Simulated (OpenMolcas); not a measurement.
CH3FGeO (SMILES C[O][Ge][F]): the dipole moment, rung by rung

CH3FGeO: 7 atoms, total charge 0, spin state singlet. As SMILES, `C[O][Ge][F]`. The coordinates come from a PBE0-D4/def2-TZVP relaxation. This is one conformer, not always the lowest.

```xyz
7

C    -0.5048    0.4915    0.3949
O     0.4124    0.6242   -0.6719
Ge    1.4417   -0.6107   -1.3984
F     0.9674   -1.9906   -0.4002
H    -0.5485   -0.5322    0.7738
H    -0.2080    1.1611    1.2066
H    -1.4987    0.7885    0.0497
```

Each level gives the dipole moment (D). The values are calculated.

| level | kind | program | value (D) | CPU time |
| --- | --- | --- | --- | --- |
| BLYP/6-31G* (spherical functions) | GGA | OpenMolcas | 0.74 | 19 s |
| M06-L/6-31G* (spherical functions) | meta-GGA | OpenMolcas | 0.66 | 22 s |
| TPSS/6-31G* (spherical functions) | meta-GGA | OpenMolcas | 0.78 | 27 s |
| r2SCAN/6-31G* (spherical functions) | meta-GGA | OpenMolcas | 0.76 | 26 s |
| B3LYP/6-31G* (spherical functions) | global hybrid | OpenMolcas | 0.69 | 19 s |
| BHLYP/6-31G* (spherical functions) | global hybrid | OpenMolcas | 0.68 | 17 s |
| PBE0/6-31G* (spherical functions) | global hybrid | OpenMolcas | 0.68 | 18 s |
| B3LYP/6-31G* (Cartesian functions) | global hybrid | OpenMolcas | 0.68 | 21 s |

All-electron rows without a relativistic Hamiltonian named are non-relativistic. The values span 0.66 to 0.78 D. Magnitudes only. CPU times are rough (shared hosts, several kinds of processor and program).

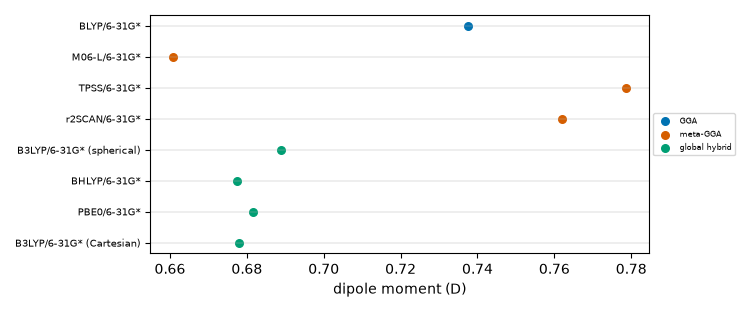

The values of the table, level by level.
